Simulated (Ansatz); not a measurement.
## Sr2Hf (built on the sites of a database entry of HfBe2): from the cell to its phonons

Aim: the vibrations of Sr2Hf (built on the sites of a database entry of HfBe2), their spectra, and whether the structure is stable.

Method: DFT PBEsol, scalar-relativistic, plane waves, PAW, in Ansatz 0.2.0.

The structure was built from a prototype and need not be the compound's stable phase.

## 1. Starting point

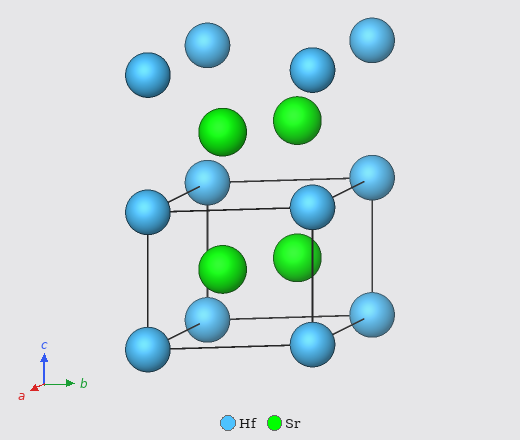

The cell as given, slightly off an axis (hafnium blue, strontium green). 1×1×2 cells are drawn. Some periodic images of atoms are drawn too.

Coordinates:

```cif
data_structure
_symmetry_space_group_name_H-M 'P 1'
_symmetry_Int_Tables_number 1
_cell_length_a 4.9888
_cell_length_b 4.9888
_cell_length_c 4.1842
_cell_angle_alpha 90.000
_cell_angle_beta 90.000
_cell_angle_gamma 120.000
_cell_volume 90.18
loop_
_atom_site_label
_atom_site_type_symbol
_atom_site_fract_x
_atom_site_fract_y
_atom_site_fract_z
_atom_site_occupancy
Hf1 Hf 0.00000 0.00000 0.00000 1
Sr2 Sr 0.33333 0.66667 0.50000 1
Sr3 Sr 0.66667 0.33333 0.50000 1
```

## 2. Bringing the structure to rest, k-mesh 12×12×10

The cell and atoms are relaxed, since residual forces and stress would shift the frequencies.

Contents of input.yaml:

```yaml
crystal:
  lattice:
    - [4.98878, 0.0, 0.0]
    - [-2.49439, 4.32041, 0.0]
    - [0.0, 0.0, 4.18421]
  atoms:
    - { symbol: Hf, position: [0.0, 0.0, 0.0] }
    - { symbol: Sr, position: [0.33333333, 0.66666667, 0.5] }
    - { symbol: Sr, position: [0.66666667, 0.33333333, 0.5] }
kpoints:
  mp_grid: { grid: [12, 12, 10] }
hamiltonian:
  xc: pbesol
scf:
  occupations: { method: gaussian, width: 0.1 }
output:
  forces: true
  stress: true
  eigenvalues: true
  write_density: true
  write_potential: true
  elf: true
  volumetric_format: npy
relax:
  adjacent_minimum: "off"
  f_tol: 0.005
  max_steps: 80
  cell: { stress_tol: 0.05 }
```

Run with:

```bash
> ansatz run input.yaml --threads 8 --pin off --max-ram 14336MiB --backend cpu --events-out ev --progress --plain --runs-dir out
```

Numbers of over 12 decimals in the logs are rounded to 6 here.

What it wrote:

```text
Engine: ansatz 0.2.0, x86_64-unknown-linux-gnu
Pseudopotentials: kind: paw
Pseudopotential: Hf, paw, valence charge 26, recommended cutoff 420 eV (normal), Hf.paw.azcp
Pseudopotential: Sr, paw, valence charge 10, recommended cutoff 420 eV (normal), Sr.paw.azcp
Functional definition: PBEsol
  exchange = pbesol_x
  correlation = pbesol_c
Crystal: 3 atoms, lattice volume = 90.185 Å³
Basis set: ecut = 420 eV, 1735 PW (Γ), exchange–correlation on 72×72×60 points (8 copies of the dense FFT grid, shifted against one another)
Bands: 28, of which v1, the nominal top of the filled ones, is band 23 counted from 1 (22 counted from 0)
Symmetry: 24 space group operations
Space group: P6/mmm (ITA 191), of the structure as read, at distance tolerance 4.5e-5 Å
k-points: 114 of 1440
Non-local potential: Hf, projectors of the file, l = 0: 3, l = 1: 2, l = 2: 2, l = 3: 3
Non-local potential: Sr, projectors of the file, l = 0: 3, l = 1: 2, l = 2: 2
PAW form: soft (Blöchl's): semilocal exchange-correlation on the pseudo side does not see the compensation charge
PAW frozen core: Hf, regenerated for the run's functional, and the local potential with it (the file was generated under x = pbe(κ = 0.804, μ = 0.219515), c = pbe(β = 0.066725))
PAW frozen core: Sr, regenerated for the run's functional, and the local potential with it (the file was generated under x = pbe(κ = 0.804, μ = 0.219515), c = pbe(β = 0.066725))
PAW one-centre angular grid: Hf, 590 points (default); XC on 64 Gauss nodes
PAW one-centre angular grid: Sr, 110 points (default); XC on 64 Gauss nodes
Initial density: superposition of atomic densities (neutral atoms: chi_scale 0, normalization atom), corrected by the library's trained network
Initial wavefunctions: pseudopotential atomic-orbital guess
Functional: x = pbesol(κ = 0.804, μ = 0.123457), c = pbesol(β = 0.046)
SCF iter   1: F=—  HF=-22578.704102 eV  |F-HF|=—  |Δ(HF+E_count)|=         —  Δρ=5.79e-3  dr2=7.67e-2  ethr=1.77e-3  ⟨swp⟩=6.9  Hψ=15013  notcnv=0
preconditioner: auto → Kerker (q_TF=auto, 2.439 Å⁻¹)  [metal: Δε(μ)=0.010 eV  Ē_g=12.916 eV  σ=0.100 eV  W_gap=0.05  n_scr=20 (ndim 8)  ℏωp=22.8 eV  f_vac=0.000  D(μ)=4.83/eV (n_scr^D=46)]
SCF iter   2: F=—  HF=-22578.694320 eV  |F-HF|=—  |Δ(HF+E_count)|=   9.78e-3  Δρ=2.60e-3  dr2=1.31e-2  ethr=1.67e-4  ⟨swp⟩=1.3  Hψ=4154  notcnv=0  defer=2
SCF iter   3: F=—  HF=-22578.692034 eV  |F-HF|=—  |Δ(HF+E_count)|=   2.29e-3  Δρ=9.34e-4  dr2=1.82e-3  ethr=2.84e-5  ⟨swp⟩=2.0  Hψ=4428  notcnv=0  defer=2
SCF iter   4: F=—  HF=-22578.691316 eV  |F-HF|=—  |Δ(HF+E_count)|=   7.18e-4  Δρ=5.80e-4  dr2=5.79e-4  ethr=3.97e-6  ⟨swp⟩=2.0  Hψ=5813  notcnv=0  defer=2
SCF iter   5: F=—  HF=-22578.691198 eV  |F-HF|=—  |Δ(HF+E_count)|=   1.18e-4  Δρ=1.53e-4  dr2=3.19e-5  ethr=1.26e-6  ⟨swp⟩=2.0  Hψ=3580  notcnv=0  defer=2
SCF iter   6: F=—  HF=-22578.691181 eV  |F-HF|=—  |Δ(HF+E_count)|=   1.74e-5  Δρ=3.59e-5  dr2=1.37e-6  ethr=6.93e-8  ⟨swp⟩=2.0  Hψ=5782  notcnv=0  defer=2
SCF iter   7: F=—  HF=-22578.691180 eV  |F-HF|=—  |Δ(HF+E_count)|=   9.65e-7  Δρ=9.08e-6  dr2=1.03e-7  ethr=2.98e-9  ⟨swp⟩=2.0  Hψ=5838  notcnv=0  defer=2
SCF iter   8: F=-22578.691180 eV  HF=-22578.691180 eV  |F-HF|=1.39e-8  |Δ(HF+E_count)|=   8.13e-9  Δρ=2.78e-6  dr2=1.17e-8  ethr=2.17e-10  ⟨swp⟩=12.0  Hψ=24414  notcnv=0
SCF 1 converged in 8 iterations: F = -22578.691180 eV  dr2 = 1.17e-8
  greatest PAW one-centre occupation: 0.998 electrons in one spin orbital (limit 2), on the Hf atom at site 0 (counted from 0), in its partial waves of l = 3
relax step   1: F+E_penalty+E_count = -22578.69117994 eV  Δ(F+E_penalty+E_count) = +0.000e0 eV  max|allowed force component| = 9.252e-17 eV/Å  Δτ_max = 0.0000 Å  P = +4.624 GPa  Ω = 90.185 Å³  (8 SCF iters, dr2 threshold 1.00e-7 eV, accepted)
Crystal: 3 atoms, lattice volume = 94.301 Å³
Basis set: ecut = 420 eV, 1831 PW (Γ), exchange–correlation on 72×72×60 points (8 copies of the dense FFT grid, shifted against one another)
Initial density: handed on by an earlier stage of this run
Initial wavefunctions: those handed on with the density
iter 1 solved again at ethr=1.14e-4 eV; its pass at ethr=3.10e-3 eV (dr2=5.25e-2 eV) is discarded
SCF iter   1: F=—  HF=-22579.414228 eV  |F-HF|=—  |Δ(HF+E_count)|=         —  Δρ=4.78e-3  dr2=5.39e-2  ethr=1.14e-4  ⟨swp⟩=2.1  Hψ=22227  notcnv=0
preconditioner: auto → Kerker (q_TF=auto, 2.421 Å⁻¹)  [metal: Δε(μ)=0.001 eV  Ē_g=12.901 eV  σ=0.100 eV  W_gap=0.01  n_scr=26 (ndim 8)  ℏωp=22.3 eV  f_vac=0.000  D(μ)=5.28/eV (n_scr^D=46)]
SCF iter   2: F=—  HF=-22579.405639 eV  |F-HF|=—  |Δ(HF+E_count)|=   8.59e-3  Δρ=2.51e-3  dr2=1.06e-2  ethr=1.14e-4  ⟨swp⟩=2.1  Hψ=3854  notcnv=0
SCF iter   3: F=—  HF=-22579.403880 eV  |F-HF|=—  |Δ(HF+E_count)|=   1.76e-3  Δρ=9.20e-4  dr2=1.46e-3  ethr=2.31e-5  ⟨swp⟩=2.0  Hψ=5191  notcnv=0
SCF iter   4: F=—  HF=-22579.403272 eV  |F-HF|=—  |Δ(HF+E_count)|=   6.08e-4  Δρ=5.60e-4  dr2=3.71e-4  ethr=3.18e-6  ⟨swp⟩=2.0  Hψ=5867  notcnv=0
SCF iter   5: F=—  HF=-22579.403222 eV  |F-HF|=—  |Δ(HF+E_count)|=   5.10e-5  Δρ=1.43e-4  dr2=3.02e-5  ethr=8.06e-7  ⟨swp⟩=2.0  Hψ=4642  notcnv=0
SCF iter   6: F=—  HF=-22579.403205 eV  |F-HF|=—  |Δ(HF+E_count)|=   1.62e-5  Δρ=4.45e-5  dr2=2.13e-6  ethr=6.57e-8  ⟨swp⟩=2.0  Hψ=5844  notcnv=0
SCF iter   7: F=-22579.403205 eV  HF=-22579.403205 eV  |F-HF|=3.71e-10  |Δ(HF+E_count)|=   2.98e-7  Δρ=7.72e-6  dr2=7.04e-8  ethr=6.52e-10  ⟨swp⟩=16.2  Hψ=39713  notcnv=0
SCF 2 converged in 7 iterations: F = -22579.403205 eV  dr2 = 7.04e-8
relax step   2: F+E_penalty+E_count = -22579.40320504 eV  Δ(F+E_penalty+E_count) = -7.120e-1 eV  max|allowed force component| = 1.974e-16 eV/Å  Δτ_max = 0.0000 Å  P = +2.612 GPa  Ω = 94.301 Å³  energy of the carried Pulay correction = -2.623e-4 eV  (7 SCF iters, dr2 threshold 3.00e-7 eV, accepted)
Crystal: 3 atoms, lattice volume = 95.752 Å³
iter 1 solved again at ethr=2.79e-5 eV; its pass at ethr=3.10e-3 eV (dr2=1.28e-2 eV) is discarded
SCF iter   1: F=—  HF=-22579.851101 eV  |F-HF|=—  |Δ(HF+E_count)|=         —  Δρ=2.79e-3  dr2=1.35e-2  ethr=2.79e-5  ⟨swp⟩=2.8  Hψ=24604  notcnv=0
preconditioner: auto → Kerker (q_TF=auto, 2.414 Å⁻¹)  [metal: Δε(μ)=0.009 eV  Ē_g=12.879 eV  σ=0.100 eV  W_gap=0.05  n_scr=26 (ndim 8)  ℏωp=22.1 eV  f_vac=0.000  D(μ)=5.25/eV (n_scr^D=44)]
SCF iter   2: F=—  HF=-22579.849428 eV  |F-HF|=—  |Δ(HF+E_count)|=   1.67e-3  Δρ=1.63e-3  dr2=3.47e-3  ethr=2.79e-5  ⟨swp⟩=2.0  Hψ=3494  notcnv=0
SCF iter   3: F=—  HF=-22579.849347 eV  |F-HF|=—  |Δ(HF+E_count)|=   8.09e-5  Δρ=5.23e-4  dr2=4.11e-4  ethr=7.54e-6  ⟨swp⟩=2.1  Hψ=4665  notcnv=0
SCF iter   4: F=—  HF=-22579.848999 eV  |F-HF|=—  |Δ(HF+E_count)|=   3.49e-4  Δρ=3.33e-4  dr2=1.16e-4  ethr=8.94e-7  ⟨swp⟩=2.5  Hψ=6816  notcnv=0
SCF iter   5: F=—  HF=-22579.848983 eV  |F-HF|=—  |Δ(HF+E_count)|=   1.56e-5  Δρ=7.84e-5  dr2=1.24e-5  ethr=2.52e-7  ⟨swp⟩=2.1  Hψ=4833  notcnv=0
SCF iter   6: F=—  HF=-22579.848983 eV  |F-HF|=—  |Δ(HF+E_count)|=   4.00e-7  Δρ=2.95e-5  dr2=9.28e-7  ethr=2.70e-8  ⟨swp⟩=2.0  Hψ=5639  notcnv=0
SCF iter   7: F=-22579.848983 eV  HF=-22579.848983 eV  |F-HF|=9.19e-9  |Δ(HF+E_count)|=   5.29e-8  Δρ=5.88e-6  dr2=4.32e-8  ethr=6.52e-10  ⟨swp⟩=16.0  Hψ=36097  notcnv=0
SCF 3 converged in 7 iterations: F = -22579.848983 eV  dr2 = 4.32e-8
  Residual-converged pass: ⟨swp⟩=1.0  Hψ=3653  notcnv=0  max |occ|·‖R‖ = 7.0e-9 eV (tolerance 1.0e-8 eV)  dr2=4.32e-8  dr2_onsite=1.37e-8  max |Δocc| = 1.1e-10
relax step   3: F+E_penalty+E_count = -22579.84898346 eV  Δ(F+E_penalty+E_count) = -4.458e-1 eV  max|allowed force component| = 3.084e-16 eV/Å  Δτ_max = 0.0000 Å  P = +1.874 GPa  Ω = 95.752 Å³  energy of the carried Pulay correction = -3.542e-4 eV  (7 SCF iters, dr2 threshold 3.00e-7 eV, accepted)
[... from here on, the SCF cycles and remarks between the steps are left out ...]
relax step   4: F+E_penalty+E_count = -22580.13385941 eV  Δ(F+E_penalty+E_count) = -2.849e-1 eV  max|allowed force component| = 1.234e-16 eV/Å  Δτ_max = 0.0000 Å  P = +1.236 GPa  Ω = 96.761 Å³  energy of the carried Pulay correction = -4.182e-4 eV  (7 SCF iters, dr2 threshold 3.00e-7 eV, accepted)
relax step   5: F+E_penalty+E_count = -22580.26510037 eV  Δ(F+E_penalty+E_count) = -1.312e-1 eV  max|allowed force component| = 1.234e-16 eV/Å  Δτ_max = 0.0000 Å  P = +0.404 GPa  Ω = 97.818 Å³  energy of the carried Pulay correction = -4.845e-4 eV  (7 SCF iters, dr2 threshold 3.00e-7 eV, accepted)
relax step   6: F+E_penalty+E_count = -22580.27161304 eV  Δ(F+E_penalty+E_count) = -6.513e-3 eV  max|allowed force component| = 1.480e-16 eV/Å  Δτ_max = 0.0000 Å  P = +0.068 GPa  Ω = 98.503 Å³  energy of the carried Pulay correction = -5.258e-4 eV  (6 SCF iters, dr2 threshold 3.00e-7 eV, accepted)
relax step   7: F+E_penalty+E_count = -22580.27170055 eV  Δ(F+E_penalty+E_count) = -8.751e-5 eV  max|allowed force component| = 1.110e-16 eV/Å  Δτ_max = 0.0000 Å  P = -0.008 GPa  Ω = 98.702 Å³  energy of the carried Pulay correction = -5.375e-4 eV  (6 SCF iters, dr2 threshold 2.91e-8 eV, accepted)
relax step   8: F+E_penalty+E_count = -22580.28422614 eV  Δ(F+E_penalty+E_count) = -1.253e-2 eV  max|allowed force component| = 1.974e-16 eV/Å  Δτ_max = 0.0000 Å  P = +0.238 GPa  Ω = 98.702 Å³  stress off target by 3.55e-1 GPa  SCF on the basis re-selected at this cell (its energy is not comparable with the rows above)  (8 SCF iters)
relax step   9: F+E_penalty+E_count = -22580.28535121 eV  Δ(F+E_penalty+E_count) = -1.125e-3 eV  max|allowed force component| = 1.480e-16 eV/Å  Δτ_max = 0.0000 Å  P = +0.039 GPa  Ω = 99.325 Å³  energy of the carried Pulay correction = -3.057e-5 eV  (6 SCF iters, dr2 threshold 3.00e-7 eV, accepted)
relax step  10: F+E_penalty+E_count = -22580.28537436 eV  Δ(F+E_penalty+E_count) = -2.314e-5 eV  max|allowed force component| = 1.480e-16 eV/Å  Δτ_max = 0.0000 Å  P = +0.001 GPa  Ω = 99.449 Å³  energy of the carried Pulay correction = -3.691e-5 eV  (6 SCF iters, dr2 threshold 8.01e-9 eV, accepted)
iter 1 solved again at ethr=4.61e-7 eV; its pass at ethr=3.10e-3 eV (dr2=2.12e-4 eV) is discarded
SCF iter   1: F=—  HF=-22580.285411 eV  |F-HF|=—  |Δ(HF+E_count)|=         —  Δρ=5.19e-6  dr2=9.12e-9  ethr=4.61e-7  ⟨swp⟩=3.4  Hψ=24468  notcnv=0
eigensolver tolerance schedule: the retry pair's looser diagonalisation over-reported the residual by 23271.09 of it (diagonalisation noise at an unbounded share of the residual, at the tolerance the schedule requests for it); recorded, not acted on — ethr = c·dr2/N_el stays at c = 1.0e-1
preconditioner: auto → Kerker (q_TF=auto, 2.399 Å⁻¹)  [metal: Δε(μ)=0.003 eV  Ē_g=12.860 eV  σ=0.100 eV  W_gap=0.01  n_scr=26 (ndim 8)  ℏωp=21.7 eV  f_vac=0.000  D(μ)=7.80/eV (n_scr^D=74)]
SCF iter   2: F=—  HF=-22580.285410 eV  |F-HF|=—  |Δ(HF+E_count)|=   6.73e-7  Δρ=3.46e-6  dr2=5.43e-9  ethr=1.98e-11  ⟨swp⟩=4.0  Hψ=9311  notcnv=0
SCF iter   3: F=—  HF=-22580.285410 eV  |F-HF|=—  |Δ(HF+E_count)|=    0.00e0  Δρ=1.70e-6  dr2=9.05e-10  ethr=1.18e-11  ⟨swp⟩=2.0  Hψ=5499  notcnv=0
SCF iter   4: F=—  HF=-22580.285410 eV  |F-HF|=—  |Δ(HF+E_count)|=  1.06e-10  Δρ=4.88e-7  dr2=1.32e-10  ethr=1.97e-12  ⟨swp⟩=2.1  Hψ=4128  notcnv=0
SCF iter   5: F=-22580.285410 eV  HF=-22580.285410 eV  |F-HF|=7.28e-12  |Δ(HF+E_count)|=  1.09e-11  Δρ=1.19e-7  dr2=2.09e-11  ethr=1.00e-12  ⟨swp⟩=5.9  Hψ=19425  notcnv=0
SCF 11 converged in 5 iterations: F = -22580.285410 eV  dr2 = 2.09e-11
relax step  11: F+E_penalty+E_count = -22580.28541034 eV  Δ(F+E_penalty+E_count) = -3.599e-5 eV  max|allowed force component| = 1.480e-16 eV/Å  Δτ_max = 0.0000 Å  P = +0.001 GPa  Ω = 99.449 Å³  stress off target by 3.42e-3 GPa  SCF on the basis re-selected at this cell (its energy is not comparable with the rows above)  (5 SCF iters)
basis re-selected at this cell: Δ(F+E_penalty+E_count) = -3.599e-5 eV, ΔP = -0.000 GPa vs the last step (what re-selecting the basis moved, of the pressure what is left beyond the Pulay correction that the steps carried, after the strain that the cell walked since its last selection, with what the two solves' SCF thresholds leave and, on support functions, any second-order correction that the steps lacked; it is no m [...]
SCF converged after 5 iterations
Free energy (F): -22580.285410 eV
Harris-Foulkes:  -22580.285410 eV  (|F-HF|=7.28e-12)
Internal energy: -22580.246434 eV  (E = F + TS)
E sigma→0 (E₀):  -22580.265922 eV
Entropy (-TS):   -0.038977 eV (-12.992 meV/atom)
Fermi energy:    10.187760 eV
--- Per-component energies (eV) ---
  E_band       = -381.056978
  E_kinetic    = 911.718712
  E_local      = -8535.863278  (includes V_loc(G=0)·N_el)
  E_nonlocal   = -831.886282
  E_hartree    = 3660.462068
  E_xc         = -638.011098
  E_vxc        = -585.054435  (∫ρ·V_xc dr)
  E_paw        = -12094.850290  (= ΣΔE_a)
  E_vpaw       = 1339.103910  (= ΣTr[D̂ρ^β])
  E_aug_tail   = -0.000004  (compensation charges beyond the density's cutoff)
  E_ewald      = -5053.336048
  E_core_change = 1.519786  (= ΣΔE_core)
  E_smearing   = -0.038977  (= −TS)
  E_closure    = -0.000000  (closes the sum)
  Σ components = -22580.285410   (vs F -22580.285410, Δ=0.00e0)
--- Forces (eV/Å), atoms counted from 1 ---
  atom   1  Hf     0.00000000     0.00000000     0.00000000
  atom   2  Sr     0.00000000    -0.00000000     0.00000000
  atom   3  Sr     0.00000000     0.00000000    -0.00000000
  max |Σ_I F_I| component: 1.30e-16 eV/Å
--- Stress (GPa, compression-positive) ---
        0.002753       0.000000      -0.000000
       -0.000000       0.002753      -0.000000
       -0.000000      -0.000000      -0.003420
  P = ⅓ Tr σ = 0.0007 GPa (0.007 kbar)
--- Band table (eV; the first three rows and the last of 114) ---
  k-point 0: bands = [... 19 lower, 5.2996, 8.9804, 10.2922, 10.2922, 10.2974, 10.2974, 11.4384, 11.9117, ... 1 higher]
  k-point 1: bands = [... 19 lower, 5.5059, 9.2429, 10.2175, 10.2175, 10.2335, 10.2335, 11.8308, 12.1661, ... 1 higher]
  k-point 2: bands = [... 19 lower, 6.0860, 9.9115, 10.0134, 10.0134, 10.0369, 10.0369, 12.6881, 12.6881, ... 1 higher]
  k-point 113: bands = [... 19 lower, 8.2393, 9.4716, 9.4716, 10.3427, 10.3427, 10.5239, 11.3752, 11.3752, ... 1 higher]
--- Relaxed structure (9 steps of the walk, 9 accepted, 2 SCFs on fresh bases) ---
  F+E_penalty+E_count = -22580.28541034 eV   max|allowed force component| = 1.480e-16 eV/Å   (the final SCF, on the basis selected at the relaxed cell)
  cell:  # Å, volume = 99.4491 Å³
    - [5.886350, 0, 0.0]
    - [-2.943175, 5.097728, 0.0]
    - [0.0, 0.0, 3.314197]
  atoms:
    - { symbol: Hf, position: [0, 0, 0.0] }
    - { symbol: Sr, position: [0.333333, 0.666667, 0.500000] }
    - { symbol: Sr, position: [0.666667, 0.333333, 0.500000] }
```

It took 20 s on 8 threads of Intel Xeon Platinum 8488C (Sapphire Rapids), shared host; peak memory 0.72 GiB; 2.4 min of CPU time.

Relaxation path:

| step | energy less that of the first step (eV) | largest force component (eV/Å) | pressure (GPa) | volume (Å³) |
| --- | --- | --- | --- | --- |
| 1 | 0.0000 | 0.0000 | 4.62 | 90.18 |
| 2 | -0.7120 | 0.0000 | 2.61 | 94.30 |
| 3 | -1.1578 | 0.0000 | 1.87 | 95.75 |
| 4 | -1.4427 | 0.0000 | 1.24 | 96.76 |
| 5 | -1.5739 | 0.0000 | 0.40 | 97.82 |
| 6 | -1.5804 | 0.0000 | 0.07 | 98.50 |
| 7 | -1.5805 | 0.0000 | -0.01 | 98.70 |
| 8* | -1.5930 | 0.0000 | 0.24 | 98.70 |
| 9 | -1.5942 | 0.0000 | 0.04 | 99.33 |
| 10 | -1.5942 | 0.0000 | 0.00 | 99.45 |
| 11* | -1.5942 | 0.0000 | 0.00 | 99.45 |

Relaxation steps marked * repeat the geometry before them on a plane-wave basis chosen anew for their cell, so energy and pressure can jump there.

Forces are held to the 24 operations that the run works with; a distortion that breaks them can't arise in this run.

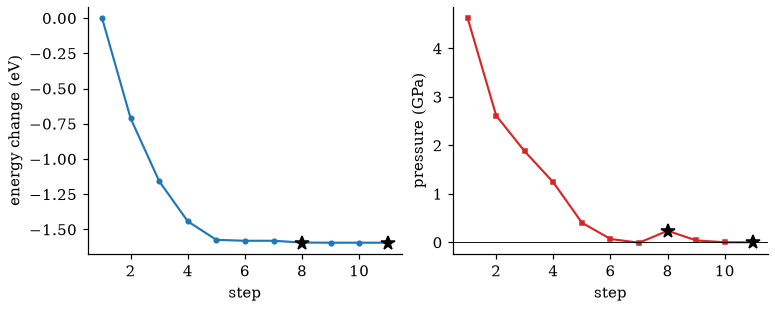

Energy and pressure along the relaxation. Stars mark steps on a basis chosen anew.

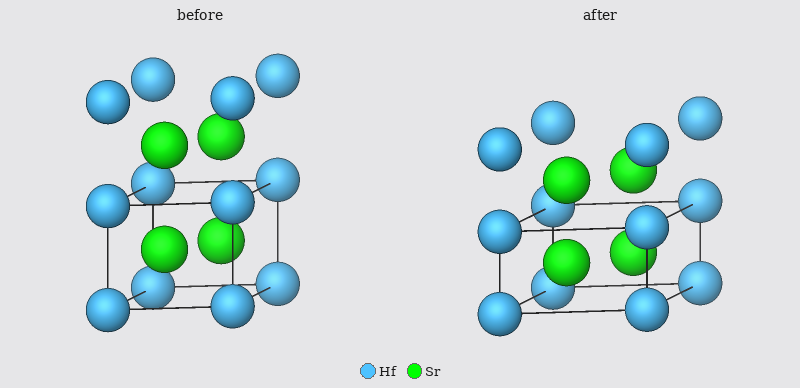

Before and after, at one scale.

| cell as run | before | after | change |
| --- | --- | --- | --- |
| a (Å) | 4.989 | 5.886 | +18.0 % |
| b (Å) | 4.989 | 5.886 | +18.0 % |
| c (Å) | 4.184 | 3.314 | -20.8 % |
| volume (Å³/atom) | 30.06 | 33.15 | +10.3 % |

Final coordinates:

```xyz
3
Lattice="5.8863 0.0000 0.0000 -2.9432 5.0977 0.0000 0.0000 0.0000 3.3142" Properties=species:S:1:pos:R:3 pbc="T T T"
Hf    0.0000    0.0000    0.0000
Sr    0.0000    3.3985    1.6571
Sr    2.9432    1.6992    1.6571
```

This step gave:

```
pressure          : 6.96e-4 GPa
volume per atom   : 33.15 Å³
gap on the k-mesh : 0 eV
```

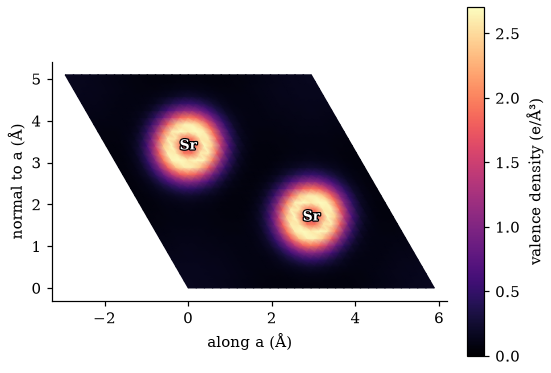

Valence density in the ab plane at fractional z = 0.500, with atoms of Sr within 0.2 Å of it. It is the smooth field of the valence electrons, not physical close to the nuclei.

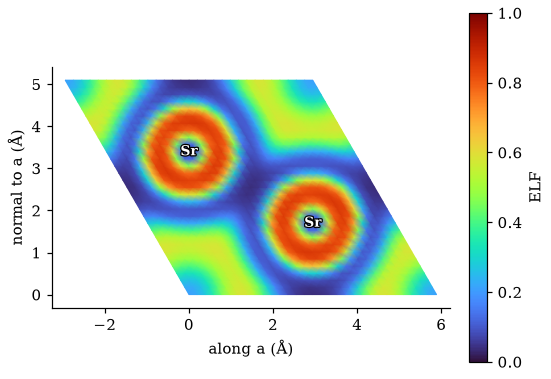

ELF in the ab plane at fractional z = 0.500, with atoms of Sr within 0.2 Å of it. It is the smooth field of the valence electrons, not physical close to the nuclei.

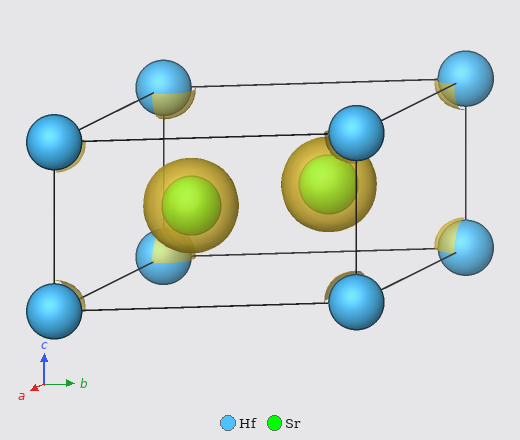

Surface of ELF = 0.78.

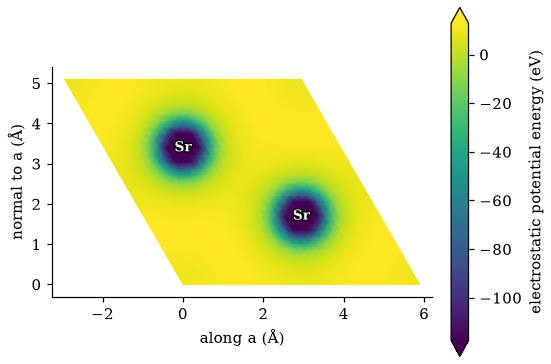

Electrostatic potential energy in the ab plane at fractional z = 0.500, with atoms of Sr within 0.2 Å of it. With pseudopotentials it is smooth inside the atoms' cores, unlike the true potential.

In this step the volume went from 30.06 to 33.15 Å³/atom.

(Continued in part 2 of 3.)

[Logs are printed without paths, hosts, clocks, repeated set-up lines and the standing remarks that a program may print on its own settings, such as how far it seeks lower states.]

[Hosts, paths, dates, database ids (printed as entryN), source tags and the programs' standing remarks are cut or masked in the printed files.]
